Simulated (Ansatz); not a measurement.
Species, as SMILES: O (H2O).
Geometry (B3LYP-D3(BJ)/def2-TZVP, fixed):
```
O
H 1 0.9627
H 1 0.9627 2 105.24
```

Basis-set convergence of the dipole moment at CCSD(T) with Ansatz (a program for electronic structure). Dipoles come from the density behind the forces; the sign is taken along the dipole that this method gives in the largest set. The reference of a correlated method is not its basis-set limit, which lies further on. Cartesian d functions, on some or all atoms, in 6-31G**; all else is spherical. Cores are frozen. No added dispersion term, no relativity. Reference: the value in aug-pcseg-3, 1.839 D, itself unsure by roughly 0.001 D (its mean distance from aug-cc-pVQZ, def2-QZVPPD). Deviations are taken from unrounded values.

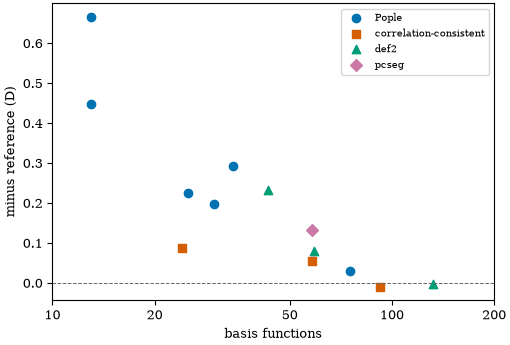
Fig. 1. Deviation from the reference against the number of basis functions, by family of sets.

| basis | functions | dipole moment (D) | minus reference (D) |
|---|---|---|---|
| 3-21G | 13 | 2.287 | 0.448 |
| 6-31G | 13 | 2.505 | 0.666 |
| cc-pVDZ | 24 | 1.927 | 0.088 |
| 6-31G** | 25 | 2.065 | 0.226 |
| 6-311G** | 30 | 2.037 | 0.198 |
| 6-311+G** | 34 | 2.132 | 0.294 |
| def2-TZVP | 43 | 2.071 | 0.232 |
| cc-pVTZ | 58 | 1.893 | 0.054 |
| pcseg-2 | 58 | 1.973 | 0.134 |
| def2-TZVPP | 59 | 1.920 | 0.081 |
| 6-311++G(3df,3pd) | 75 | 1.868 | 0.029 |
| aug-cc-pVTZ | 92 | 1.830 | -0.009 |
| def2-QZVPPD | 132 | 1.837 | -0.002 |
